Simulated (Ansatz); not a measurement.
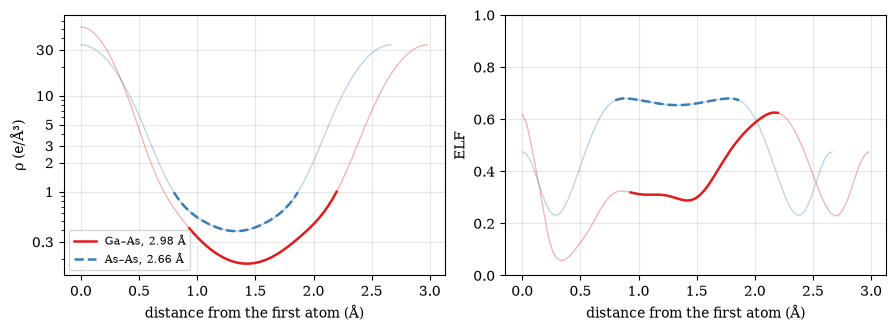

Figure 1: GaAs4. Valence charge density (pseudo) and ELF along straight lines between neighbouring atoms. Thin, pale parts lie inside the atomic spheres.

Space group I4/mmm; a structure generated by program, which may or may not match a known phase; computed without spin polarisation.

The calculation used Ansatz, DFT PBE, scalar-relativistic, plane waves, PAW.

The density is the valence pseudo-density of a PAW calculation; it isn't the true density close to the nuclei.

Compare the contacts.

Ga–As (2.98 Å): the density is about 0.18 e/Å³ at the midpoint; the ELF is about 0.30 at the midpoint.
As–As (2.66 Å): the density is about 0.39 e/Å³ at the midpoint; the ELF peaks at about 0.70 between the atoms.
